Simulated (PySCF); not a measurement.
H8NPSi2, SMILES `[SiH3]N[SiH2]P`.

Method: PBE0/aug-cc-pVDZ; geometry: GFN2-xTB; program: PySCF. No frequency check shows the geometry to be a minimum. GFN2-xTB bond lengths at metals and heavier atoms can be off by up to 0.1 Å and shapes distorted, which carries into these values.

Geometry (Å), atoms numbered from 1:

```
Si1      2.4795    0.1502    0.0085
N2       0.7682    0.4334   -0.0090
Si3     -0.4963   -0.7398    0.0013
P4      -2.3899    0.4548   -0.0753
H5       2.9192   -0.4493   -1.2545
H6       3.0886    1.4638    0.2080
H7       2.7472   -0.7687    1.1116
H8       0.4877    1.3716   -0.2469
H9      -0.4655   -1.6150   -1.1788
H10     -0.3441   -1.5638    1.2052
H11     -3.2165   -0.6509   -0.0813
H12     -2.5102    0.6108    1.2924
```

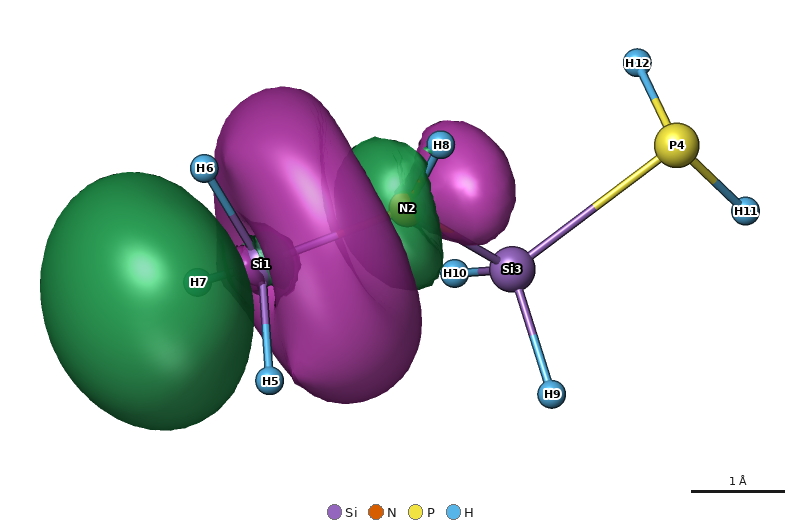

Intrinsic bond orbitals (IBO), occupied and valence-virtual; each surface holds about 85 % of the orbital's density. Energies are diagonal elements of the Fock matrix.

What does this orbital represent?

Answer. σ* orbital Si1–N2, mostly on Si1 (Si1 73 %, N2 26 %; 4.6 eV).

How do all the valence pairs divide up?

Answer. 13 pairs: 11 σ bonds and 2 lone pairs.
